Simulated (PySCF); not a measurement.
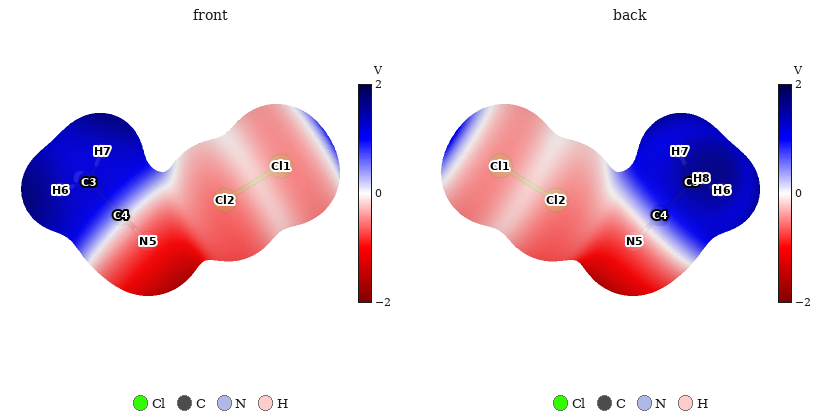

*Cl$_{2}$···C$_{2}$H$_{3}$N. The electrostatic potential painted on the density surface at 0.002 e/bohr³, seen from the front and from behind; red is negative and blue positive.*

Geometry: PBE0-D3(BJ)/def2-SVPD.

These are results of wB97M-D3(BJ)/def2-TZVPD, SCF density, gas phase (PySCF 2.14.0), not measurements.

Input file:

```
{"job": {"kind": "inter", "xc": "wB97M-D3(BJ)", "basis": "def2-TZVPD", "pairs": false}, "charge": 0, "multiplicity": 1, "parts": [{"atoms": "0-1", "charge": 0, "multiplicity": 1}, {"atoms": "2-7", "charge": 0, "multiplicity": 1}]}
Cl     1.137530    -0.305152     0.254212
Cl    -0.696156     0.286266    -0.429508
C     -2.590687     1.612329    -4.004234
C     -2.872843     1.326964    -2.610411
N     -3.076022     1.092996    -1.495829
H     -3.253193     2.406925    -4.371703
H     -1.547204     1.941681    -4.106229
H     -2.740574     0.709850    -4.611283
```

Run with:

```sh
OMP_NUM_THREADS=1 python cluster_run.py task.json out
```

Q: Which sites attract a positive test charge, and which a negative one?

A: A positive charge is drawn to the negative regions and a negative charge to the positive ones. The most negative region (about −1.5 V, or −35 kcal/mol for a unit charge) lies over N5, the most positive (about +1.7 V, or +39 kcal/mol for a unit charge) over H6, H7 and H8. Cl1 shows a σ-hole: about +1.1 V, or +25 kcal/mol for a unit charge at the tip opposite its bond, against about −0.4 V, or −9 kcal/mol for a unit charge on its flanks. N5 is the likeliest acceptor of a hydrogen bond.
